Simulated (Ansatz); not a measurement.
**NiSi2: pressure series**

The parent structure is NiSi2 (space group Fm-3m, No. 225; a = 5.444 Å; non-magnetic).

Cell and atoms are relaxed at each pressure.

The values are results of PBE, PAW, 420 eV (Ansatz, a quantum-chemistry and plane-wave program; spin-orbit coupling left out), earlier PAW set, not measurements.

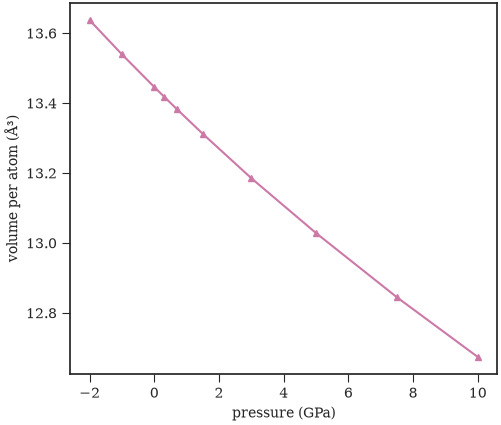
*Volume per atom against pressure*

### Question
From the plot, what is the volume per atom for pressure 0.3 GPa?

### Answer
About 13.42 Å³.

### Question
Is the trend monotonic over the range shown?

### Answer
Yes, it falls throughout, spanning 12.67 Å³ to 13.64 Å³.

Load acts through the strain it causes; cell and atoms are relaxed under it. No phonon test of stability was made. Competing high-pressure phases were not computed. Seeded moments were not kept for the base. All final runs are without spin polarisation.
